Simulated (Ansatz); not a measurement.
## Bands, cutoff and cost in G0W0 for WSe2 (P6_3/mmc)

Aim: see how the G0W0 gap of WSe2 (P6_3/mmc) on PBE moves with empty bands and screening cutoff, and what each rung costs.

Calculated with Ansatz 0.2.0; G0W0 on PBE, plane waves, PAW.

The database entry behind the starting cell differs from later determinations by our own check (a about 0.2 % long), so it need not match the best structure at ambient conditions.

## (1) The structure

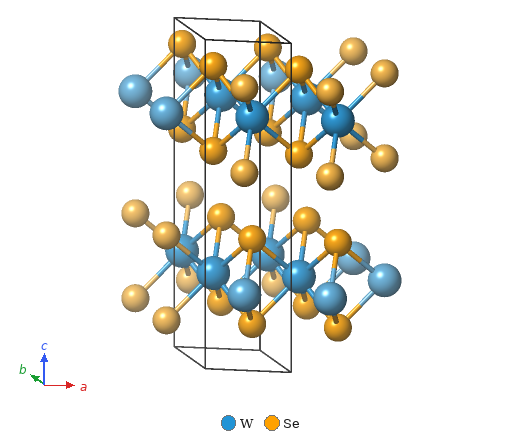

The cell as given, slightly off an axis (tungsten blue, selenium orange). 2×2×1 cells are drawn. Some periodic images of atoms are drawn too.

The cell and positions come from the Crystallography Open Database and are kept as given unless a step says otherwise. Spin-orbit coupling is left out unless a step names it. The default PAW set here is soft_2. Its files were made with PBE.

## (2) 128 empty bands, screening to 60 eV

G0W0 replaces the xc potential by the self-energy, built once from these orbitals. Only a window of levels is corrected, while the sums run over the empty bands that the input names.

Input file input.yaml:

```yaml
crystal:
  lattice:
    - [3.29, 0.0, 0.0]
    - [-1.645, 2.8492235785, 0.0]
    - [0.0, 0.0, 12.97]
  atoms:
    - { symbol: W, position: [0.3333333333, 0.6666666667, 0.25] }
    - { symbol: W, position: [0.6666666667, 0.3333333333, 0.75] }
    - { symbol: Se, position: [0.3333333333, 0.6666666667, 0.621] }
    - { symbol: Se, position: [0.6666666667, 0.3333333333, 0.121] }
    - { symbol: Se, position: [0.3333333333, 0.6666666667, 0.879] }
    - { symbol: Se, position: [0.6666666667, 0.3333333333, 0.379] }
kpoints:
  mp_grid: { grid: [6, 6, 2] }
hamiltonian:
  xc: pbe
scf:
  occupations: { method: fixed }
gw:
  n_empty_bands: 128
  ecut_chi: 60
  qp_bands: [v2, c2]
  qp_kpoints: band_edges
  screening: { model: contour_deformation }
```

The run is started by

```
> ansatz run input.yaml --threads 3 --pin off --max-ram 92160MiB --backend cuda --events-out ev --progress --plain --runs-dir out --devices 1 --max-vram 13GiB  # rebuilt from the run's record
```

Numbers of over 12 decimals in the logs are rounded to 6 here.

The program printed:

```text
GPUs: using 1 of 1 available (devices: 1).
Engine: ansatz 0.2.0, x86_64-unknown-linux-gnu
Pseudopotentials: kind: paw
Pseudopotential: W, paw, valence charge 14, recommended cutoff 420 eV (normal), W.paw.azcp
Pseudopotential: Se, paw, valence charge 16, recommended cutoff 420 eV (normal), Se.paw.azcp
Functional definition: PBE
  parameter kappa = 0.804
  parameter beta = 0.066725
  exchange = pbe_x(kappa = kappa, mu = beta*pi^2/3)
  correlation = pbe_c(beta = beta)
device memory: the entry about to start is reckoned to put 2.5 GiB on a device that reports 34.8 GiB free (of which the cap on the GPU budget leaves the run 13.0 GiB)
GPU FFT provider: cuFFT
GPU libraries: cuBLAS 13.8.2, cuFFT 12.4.0, cuSOLVER 12.3.4
Crystal: 6 atoms, lattice volume = 121.580 Å³
Basis set: ecut = 420 eV, 2419 PW (Γ)
Bands: 56, of which v1, the nominal top of the filled ones, is band 46 counted from 1 (45 counted from 0)
Symmetry: 24 space group operations
Space group: P63/mmc (ITA 194), of the structure as read, at distance tolerance 5.0e-5 Å
k-points: 14 of 72
Non-local potential: W, projectors of the file, l = 0: 3, l = 1: 2, l = 2: 2, l = 3: 1
Non-local potential: Se, projectors of the file, l = 0: 2, l = 1: 2, l = 2: 3, l = 3: 1
PAW form: soft (Blöchl's): semilocal exchange-correlation on the pseudo side does not see the compensation charge
PAW one-centre angular grid: W, 590 points (default); XC on 64 Gauss nodes
PAW one-centre angular grid: Se, 590 points (default); XC on 64 Gauss nodes
Initial density: superposition of atomic densities (neutral atoms: chi_scale 0, normalization atom), corrected by the library's trained network
Initial wavefunctions: pseudopotential atomic-orbital guess
GPU buffer pool allocated for 51840 grid points (all kernels)
GPU transforms: local potential and band sums: pruned to the plane-wave sphere, on 24×24×90
Functional: x = pbe(κ = 0.804, μ = 0.219515), c = pbe(β = 0.066725)
SCF iter   1: F=—  HF=-42649.193134 eV  |F-HF|=—  |Δ(HF+E_count)|=         —  Δρ=4.34e-3  dr2=5.50e-3  ethr=1.77e-3  ⟨swp⟩=4.9  Hψ=2498  notcnv=0  defer=92
preconditioner: auto → Resta (q_TF=auto, 2.604 Å⁻¹)  ε∞=6.0  [insulator: Δε(μ)=0.971 eV  Ē_g=8.998 eV  n_scr=40 (ndim 8)  ℏωp=20.2 eV  f_vac=0.044  ε∞_Penn≈6.0]
SCF iter   2: F=—  HF=-42649.201845 eV  |F-HF|=—  |Δ(HF+E_count)|=   8.71e-3  Δρ=2.52e-3  dr2=1.82e-3  ethr=5.98e-6  ⟨swp⟩=2.0  Hψ=1359  notcnv=0  defer=110
SCF iter   3: F=—  HF=-42649.206144 eV  |F-HF|=—  |Δ(HF+E_count)|=   4.30e-3  Δρ=3.93e-4  dr2=4.51e-4  ethr=1.98e-6  ⟨swp⟩=2.0  Hψ=1049  notcnv=0  defer=110
SCF iter   4: F=—  HF=-42649.206086 eV  |F-HF|=—  |Δ(HF+E_count)|=   5.79e-5  Δρ=8.88e-5  dr2=4.57e-6  ethr=4.90e-7  ⟨swp⟩=2.4  Hψ=1304  notcnv=0  defer=54
SCF iter   5: F=—  HF=-42649.206097 eV  |F-HF|=—  |Δ(HF+E_count)|=   1.03e-5  Δρ=3.25e-5  dr2=6.45e-7  ethr=4.97e-9  ⟨swp⟩=2.4  Hψ=1363  notcnv=0  defer=41
SCF iter   6: F=-42649.206099 eV  HF=-42649.206099 eV  |F-HF|=3.65e-8  |Δ(HF+E_count)|=   2.01e-6  Δρ=5.87e-6  dr2=6.00e-8  ethr=1.09e-10  ⟨swp⟩=9.3  Hψ=2914  notcnv=0
SCF 1 converged in 6 iterations: F = -42649.206099 eV  dr2 = 6.00e-8
  greatest PAW one-centre occupation: 1.000 electrons in one spin orbital (limit 2), on the Se atom at site 4 (counted from 0), in its partial waves of l = 2
device memory: the entry about to start is reckoned to put 3.2 GiB (of the 3.2 GiB reckoned in all, the device holds 0.1 GiB already) on a device that reports 34.6 GiB free (of which the cap on the GPU budget leaves the run 13.0 GiB)
NSCF: frozen V_eff on 14 k-points
the band table was solved once the SCF had ended and its energy, with any forces and stress, was formed, with the checks that follow a solve (3148 applications of the Hamiltonian). They found nothing against the state; the energy, forces and stress were not computed again (output.eigenvalues in the input reference)
device memory: the entry about to start is reckoned to put 4.0 GiB on a device that reports 31.1 GiB free (of which the cap on the GPU budget leaves the run 13.0 GiB)
NSCF: frozen V_eff on 14 k-points
G₀W₀ screening: q 1/14
[... further progress lines ...]
SCF converged after 6 iterations
Free energy (F): -42649.206099 eV
Harris-Foulkes:  -42649.206099 eV  (|F-HF|=3.65e-8)
Internal energy: -42649.206099 eV  (E = F + TS)
E sigma→0 (E₀):  -42649.206099 eV
Fermi energy:    12.956967 eV
--- Per-component energies (eV) ---
  E_band       = -1683.218420
  E_kinetic    = 1379.684613
  E_local      = -11426.432405  (includes V_loc(G=0)·N_el)
  E_nonlocal   = -2379.711343
  E_hartree    = 5496.540113
  E_xc         = -953.323903
  E_vxc        = -873.934551  (∫ρ·V_xc dr)
  E_paw        = -24771.115243  (= ΣΔE_a)
  E_vpaw       = 624.108658  (= ΣTr[D̂ρ^β])
  E_aug_tail   = -0.002475  (compensation charges beyond the density's cutoff)
  E_ewald      = -9994.845457
  E_smearing   = -0.000000  (= −TS)
  E_closure    = 0.000000  (closes the sum)
  Σ components = -42649.206099   (vs F -42649.206099, Δ=0.00e0)
--- Band table (eV; the first three rows and the last of 14) ---
  k-point 0: bands = [... 42 lower, 11.4570, 11.8525, 11.8899, 12.9570, 15.5966, 15.5966, 15.6471, 15.6471, ... 6 higher]
  k-point 1: bands = [... 42 lower, 11.4294, 11.4294, 12.7404, 12.7404, 15.6022, 15.6022, 15.6022, 15.6022, ... 6 higher]
  k-point 2: bands = [... 42 lower, 11.1115, 11.8714, 11.9044, 12.2882, 14.6109, 15.1432, 15.2162, 15.2868, ... 6 higher]
  k-point 13: bands = [... 42 lower, 10.2227, 10.2227, 12.6187, 12.6187, 14.2841, 14.2841, 15.3888, 15.3888, ... 6 higher]
--- G₀W₀: contour deformation, 7 samples at zero and on the imaginary axis and 1 off it, 72 q-points, 128 empty bands' worth ---
  eigenvalues of the whole cell's RPA ε∞ on this k-mesh (on a slab, of 1 + 4πα/V) = 7.1898, 15.8185, 15.8185; static W/v taken at q = 0 is 0.066353
  bands read: the sum over 174 bands ends inside a degenerate multiplet in 1 slot, whose members it reads at an even weight; the widest, k=12: bands 174 to 175 (counted from 1) at 1/2 each
  gw.qp_kpoints: band_edges: 10 of 14 stored k-points solved, in 1 pass; an edge of the gap read off the rows below is read off those points alone
    valence top: of the k-points left out ik 6 came nearest to being solved in a further pass, in band 46 (counted from 1, as in the quasiparticle table): it holds the edge there only if its correction is more favourable than any solved in that band by at least 1.111 eV; those differ by 0.131 eV
    conduction bottom: of the k-points left out ik 4 came nearest to being solved in a further pass, in band 47 (counted from 1, as in the quasiparticle table): it holds the edge there only if its correction is more favourable than any solved in that band by at least 0.576 eV; those differ by 0.190 eV
    ik  band        ε_KS         Σx   Σc(E_QP)       V_xc       Z   E_QP_lin       E_QP  E_QP is
     0    45     11.8899   -18.1406     2.1362   -15.9334  0.7723    11.8189    11.8190  root
     0    46     12.9570   -19.3876     0.8717   -18.7647  0.7595    13.2052    13.2058  root
     0    47     15.5966   -13.8666    -3.6913   -18.2073  0.7608    16.2554    16.2460  root
     0    48     15.5966   -13.8666    -3.6913   -18.2073  0.7608    16.2554    16.2460  root
     1    45     12.7404   -19.0852     1.1034   -18.1680  0.7610    12.9263    12.9267  root
     1    46     12.7404   -19.0852     1.1034   -18.1680  0.7610    12.9263    12.9267  root
     1    47     15.6022   -13.8250    -3.6766   -18.1422  0.7598    16.2520    16.2428  root
     1    48     15.6022   -13.8250    -3.6766   -18.1422  0.7598    16.2520    16.2428  root
     2    45     11.9044   -18.2161     2.1218   -16.0438  0.7719    11.8539    11.8540  root
     2    46     12.2882   -19.0903     1.2137   -18.0623  0.7555    12.4735    12.4739  root
     2    47     14.6109   -13.3548    -3.4909   -17.3791  0.7647    15.1494    15.1443  root
     2    48     15.1432   -14.0259    -3.8183   -18.5019  0.7673    15.8093    15.8008  root
     3    45     12.2424   -19.0432     1.3263   -17.8777  0.7566    12.4029    12.4032  root
     3    46     12.2424   -19.0432     1.3263   -17.8777  0.7566    12.4029    12.4032  root
     3    47     14.8912   -13.7546    -3.5909   -17.9189  0.7619    15.4711    15.4645  root
     3    48     14.8912   -13.7546    -3.5909   -17.9189  0.7619    15.4711    15.4645  root
     8    45     11.8160   -19.3446     1.5239   -17.9753  0.7476    11.9702    11.9706  root
     8    46     11.8563   -19.4181     1.5362   -18.0391  0.7500    12.0130    12.0134  root
     8    47     13.9327   -13.0693    -3.2647   -16.7931  0.7697    14.3947    14.3918  root
     8    48     14.8184   -14.1614    -3.6808   -18.4269  0.7549    15.4103    15.4031  root
     9    45     11.8420   -19.3953     1.5291   -18.0233  0.7490    11.9987    11.9991  root
     9    46     11.8420   -19.3953     1.5291   -18.0233  0.7490    11.9987    11.9991  root
     9    47     14.3247   -13.6404    -3.4321   -17.5972  0.7658    14.8539    14.8495  root
     9    48     14.3247   -13.6404    -3.4321   -17.5972  0.7658    14.8539    14.8495  root
[...]
12    45     12.5131   -18.1546     0.8752   -17.4202  0.7575    12.6536    12.6539  root
    12    46     12.7588   -18.7791     0.7728   -18.2077  0.7580    12.9597    12.9601  root
    12    47     14.2840   -15.5743    -3.4942   -19.6941  0.7535    14.9163    14.9096  root
    12    48     14.2840   -15.5743    -3.4942   -19.6941  0.7535    14.9163    14.9096  root
    13    45     12.6187   -18.3733     0.8165   -17.7227  0.7580    12.7844    12.7847  root
    13    46     12.6187   -18.3733     0.8165   -17.7227  0.7580    12.7844    12.7847  root
    13    47     14.2841   -15.5713    -3.4942   -19.6909  0.7535    14.9163    14.9096  root
    13    48     14.2841   -15.5713    -3.4942   -19.6909  0.7535    14.9163    14.9096  root
```

Run time: 16 s. Hardware: 1 × NVIDIA H100 80GB HBM3 (shared by 6 runs) with 3 threads of AMD EPYC 7R13 (Zen 3), shared host; peak memory 1.2 GiB; 29 s of CPU time.

The column dr2 measures how far the density is from self-consistency, as an energy; F and HF (Harris–Foulkes) agree once it is small.

Numbers from this step:

- bands summed: 174
- RPA ε∞ on this mesh (eigenvalues): 7.190, 15.82, 15.82
- plane waves in the screening matrix: 125
- q-points in the mesh: 72
- G0W0 gap on the mesh: 1.186 eV
- k of the valence top: 0, 0, 0
- k of the conduction bottom: 0.1667, 0.1667, 0
- starting gap on the mesh: 0.9758 eV
- Z at the valence top: 0.7595
- Z at the conduction bottom: 0.7697
- least direct G0W0 gap on the computed points: 1.949 eV

The gap on the mesh goes from 0.98 eV to 1.19 eV, a correction of +0.21 eV. Between the two edge states, bare exchange in place of the xc potential would open the gap by 4.35 eV, and correlation takes back 4.14 eV.

## (3) 362 empty bands, screening to 120 eV

Bands and screening cutoff are moved together, since each hides the error of the other.

Changes to input.yaml since step 2:

```diff
@@ -19,4 +19,4 @@
 gw:
-  n_empty_bands: 128
-  ecut_chi: 60
+  n_empty_bands: 362
+  ecut_chi: 120
   qp_bands: [v2, c2]
```

The program printed:

```text
GPUs: using 1 of 1 available (devices: 1).
[...]
GPU FFT provider: cuFFT
GPU libraries: cuBLAS 13.8.2, cuFFT 12.4.0, cuSOLVER 12.3.4
Crystal: 6 atoms, lattice volume = 121.580 Å³
Basis set: ecut = 420 eV, 2419 PW (Γ)
Bands: 56, of which v1, the nominal top of the filled ones, is band 46 counted from 1 (45 counted from 0)
Symmetry: 24 space group operations
[...]
k-points: 14 of 72
[...]
GPU buffer pool allocated for 51840 grid points (all kernels)
[...]
SCF iter   1: F=—  HF=-42649.193134 eV  |F-HF|=—  |Δ(HF+E_count)|=         —  Δρ=4.34e-3  dr2=5.50e-3  ethr=1.77e-3  ⟨swp⟩=4.9  Hψ=2498  notcnv=0  defer=92
[...]
SCF iter   6: F=-42649.206099 eV  HF=-42649.206099 eV  |F-HF|=3.65e-8  |Δ(HF+E_count)|=   2.01e-6  Δρ=5.87e-6  dr2=6.00e-8  ethr=1.09e-10  ⟨swp⟩=9.3  Hψ=2914  notcnv=0
SCF 1 converged in 6 iterations: F = -42649.206099 eV  dr2 = 6.00e-8
[...]
NSCF: frozen V_eff on 14 k-points
[...]
G₀W₀ screening: q 1/14
[... further progress lines ...]
SCF converged after 6 iterations
Free energy (F): -42649.206099 eV
[...]
Internal energy: -42649.206099 eV  (E = F + TS)
E sigma→0 (E₀):  -42649.206099 eV
Fermi energy:    12.956967 eV
[...]
--- Band table (eV; the first three rows and the last of 14) ---
  k-point 0: bands = [... 42 lower, 11.4570, 11.8525, 11.8899, 12.9570, 15.5966, 15.5966, 15.6471, 15.6471, ... 6 higher]
  k-point 1: bands = [... 42 lower, 11.4294, 11.4294, 12.7404, 12.7404, 15.6022, 15.6022, 15.6022, 15.6022, ... 6 higher]
  k-point 2: bands = [... 42 lower, 11.1115, 11.8714, 11.9044, 12.2882, 14.6109, 15.1432, 15.2162, 15.2868, ... 6 higher]
  k-point 13: bands = [... 42 lower, 10.2227, 10.2227, 12.6187, 12.6187, 14.2841, 14.2841, 15.3888, 15.3888, ... 6 higher]
[...]
0    45     11.8899   -18.1406     1.7137   -15.9334  0.7684    11.3922    11.3964  root
     0    46     12.9570   -19.3876     0.4604   -18.7647  0.7534    12.7942    12.7945  root
     0    47     15.5966   -13.8666    -4.1047   -18.2073  0.7559    15.8337    15.8326  root
     0    48     15.5966   -13.8666    -4.1047   -18.2073  0.7559    15.8337    15.8326  root
     1    45     12.7404   -19.0852     0.6986   -18.1680  0.7553    12.5213    12.5219  root
     1    46     12.7404   -19.0852     0.6986   -18.1680  0.7553    12.5213    12.5219  root
     1    47     15.6022   -13.8250    -4.0909   -18.1422  0.7548    15.8296    15.8285  root
     1    48     15.6022   -13.8250    -4.0909   -18.1422  0.7548    15.8296    15.8285  root
[...]
13    45     12.6187   -18.3733     0.4479   -17.7227  0.7528    12.4156    12.4160  root
    13    46     12.6187   -18.3733     0.4479   -17.7227  0.7528    12.4156    12.4160  root
    13    47     14.2841   -15.5713    -3.8822   -19.6909  0.7464    14.5225    14.5216  root
    13    48     14.2841   -15.5713    -3.8822   -19.6909  0.7464    14.5225    14.5216  root
```

The job ended after 39 s (1 × NVIDIA H100 80GB HBM3 (shared by 6 runs) with 3 threads; peak memory 1.6 GiB; 63 s of CPU time).

This step gave:

* bands summed: 408
* RPA ε∞ on this mesh (eigenvalues): 7.125, 15.37, 15.37
* plane waves in the screening matrix: 341
* q-points in the mesh: 72
* G0W0 gap on the mesh: 1.261 eV
* k of the valence top: 0, 0, 0
* k of the conduction bottom: 0.1667, 0.1667, 0
* starting gap on the mesh: 0.9758 eV
* Z at the valence top: 0.7534
* Z at the conduction bottom: 0.7648
* least direct G0W0 gap on the computed points: 1.948 eV

Against the run with 6×6×2 mesh, 128 empty bands, screening to 60 eV, the gap moves by +0.07 eV.

## (4) 780 empty bands, screening to 200 eV

Changes to input.yaml since step 3:

```diff
@@ -19,4 +19,4 @@
 gw:
-  n_empty_bands: 362
-  ecut_chi: 120
+  n_empty_bands: 780
+  ecut_chi: 200.0
   qp_bands: [v2, c2]
```

The program printed:

```text
GPUs: using 1 of 1 available (devices: 1).
[...]
GPU FFT provider: cuFFT
GPU libraries: cuBLAS 13.8.2, cuFFT 12.4.0, cuSOLVER 12.3.4
Crystal: 6 atoms, lattice volume = 121.580 Å³
Basis set: ecut = 420 eV, 2419 PW (Γ)
Bands: 56, of which v1, the nominal top of the filled ones, is band 46 counted from 1 (45 counted from 0)
Symmetry: 24 space group operations
[...]
k-points: 14 of 72
[...]
1    48     15.6022   -13.8250    -4.2852   -18.1422  0.7544    15.6343    15.6342  root
[...]
13    45     12.6187   -18.3733     0.2750   -17.7227  0.7512    12.2414    12.2431  root
    13    46     12.6187   -18.3733     0.2750   -17.7227  0.7512    12.2414    12.2431  root
    13    47     14.2841   -15.5713    -4.0707   -19.6909  0.7435    14.3332    14.3331  root
    13    48     14.2841   -15.5713    -4.0707   -19.6909  0.7435    14.3332    14.3331  root
[key lines of the parts left out:]
SCF converged after 6 iterations
Free energy (F): -42649.206099 eV
Fermi energy:    12.956967 eV
```

Wall time 60 s (1 × NVIDIA H100 80GB HBM3 (shared by 6 runs) with 3 threads); peak memory 3.1 GiB; 1.9 min of CPU time.

Numbers from this step:

* bands summed: 826
* RPA ε∞ on this mesh (eigenvalues): 7.117, 15.25, 15.25
* plane waves in the screening matrix: 773
* G0W0 gap on the mesh: 1.295 eV
* k of the valence top: 0, 0, 0
* k of the conduction bottom: 0.1667, 0.1667, 0
* starting gap on the mesh: 0.9758 eV
* least direct G0W0 gap on the computed points: 1.941 eV

Against the run with 6×6×2 mesh, 362 empty bands, screening to 120 eV, the gap moves by +0.03 eV.

(Continued in part 2 of 2.)

[Paths, hosts, dates, memory and timing lines, banners, echoed tables and standing remarks are left out of the program output.]

[Logs are printed without paths, hosts, clocks, repeated set-up lines and the standing remarks that a program may print on its own settings, such as how far it seeks lower states.]

[Runs of the session that timed out or met a known fault of the program may be left out.]

[Cells called generated may have been cut or substituted from an entry of the Crystallography Open Database or the Materials Project.]

[Hosts, paths, dates, database ids (printed as entryN), source tags and the programs' standing remarks are cut or masked in the printed files.]
